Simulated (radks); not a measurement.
**Polarisabilities and dispersion coefficients of F⁺, Ba³⁺, Tm⁺ and others**

Aim: static dipole polarisabilities and C6 coefficients, each species in its NIST ground configuration. After each ground state the linear response is solved; its values go to the run's result record, not to the log. Response by self-consistent Sternheimer equations with the Hartree and adiabatic LDA kernel.

Method: non-relativistic Kohn-Sham, LDA (Slater exchange, Perdew-Wang correlation), spin-polarised, spherical densities, point nucleus; open shells are filled with parallel spins first. Code: radks (a radial shooting solver on a logarithmic mesh, Libxc functionals) version 1.

### 1 What is computed

- species: F⁺ ([He] 2s2 2p4), Ba³⁺ ([Kr] 4d10 5s2 5p5), Tm⁺ ([Xe] 4f13 6s1), Cs ([Xe] 6s1), Eu ([Xe] 4f7 6s2), Er³⁺ ([Xe] 4f11)

### 2 F⁺, [He] 2s2 2p4

Input:

```text
Z 9
configuration [He] 2s2 2p4
relativity non-relativistic
functional lda,pw
spin polarised
nucleus point
response adiabatic LDA kernel
```

### 3 Ba³⁺, [Kr] 4d10 5s2 5p5

Input:

```text
Z 56
configuration [Kr] 4d10 5s2 5p5
relativity non-relativistic
functional lda,pw
spin polarised
nucleus point
response adiabatic LDA kernel
```

### 4 Tm⁺, [Xe] 4f13 6s1

Input:

```text
Z 69
configuration [Xe] 4f13 6s1
relativity non-relativistic
functional lda,pw
spin polarised
nucleus point
response adiabatic LDA kernel
```

### 5 Cs, [Xe] 6s1

Input:

```text
Z 55
configuration [Xe] 6s1
relativity non-relativistic
functional lda,pw
spin polarised
nucleus point
response adiabatic LDA kernel
```

### 6 Eu, [Xe] 4f7 6s2

Changes since step 5:

```diff
@@ -1,3 +1,3 @@
-Z 55
-configuration [Xe] 6s1
+Z 63
+configuration [Xe] 4f7 6s2
 relativity non-relativistic
```

### 7 Er³⁺, [Xe] 4f11

Input:

```text
Z 68
configuration [Xe] 4f11
relativity non-relativistic
functional lda,pw
spin polarised
nucleus point
response adiabatic LDA kernel
```

**Question.** What will these runs give? Wanted: for each run, species; −ε(HOMO); α; α uncoupled; C6; C8; recommended α.

As calculated:

```
species  −ε(HOMO) (eV)  α (bohr³)  α uncoupled (bohr³)  C6 (hartree bohr⁶)  C8 (hartree bohr⁸)  recommended α (bohr³)
     F⁺         26.191      1.891                2.333               3.540                   -                      -
   Ba³⁺         41.709      8.607                14.95               54.27                   -                      -
    Tm⁺          9.006      78.66                106.8               646.9                   -                      -
     Cs          2.299      420.7                507.6                7280             1369795                  400.9
     Eu          3.413      206.7                397.5                3458                   -                    184
   Er³⁺         39.220      4.940                9.291               26.30                   -                      -
```

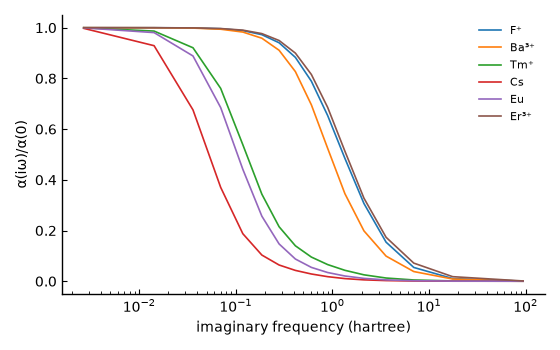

Polarisability at imaginary frequency, each scaled by its static value.

**Reading.** Uncoupled leaves out the potential induced by the response; C6 and C8 are for like pairs. Cs is the most polarisable and F⁺ the least, a factor 223 apart. For the pair Cs–F⁺ the Casimir-Polder integral gives C6 = 77.35, the rule 2·Ca·Cb/(Ca·αb/αa + Cb·αa/αb) on the like-pair values 62.82. Against the recommended values (Schwerdtfeger and Nagle, 2023 table) the misses are Cs +5 %, Eu +12 %. C8 is given only where no p, d or f shell is open. For heavy and open-shell atoms this level can miss by tens of per cent.
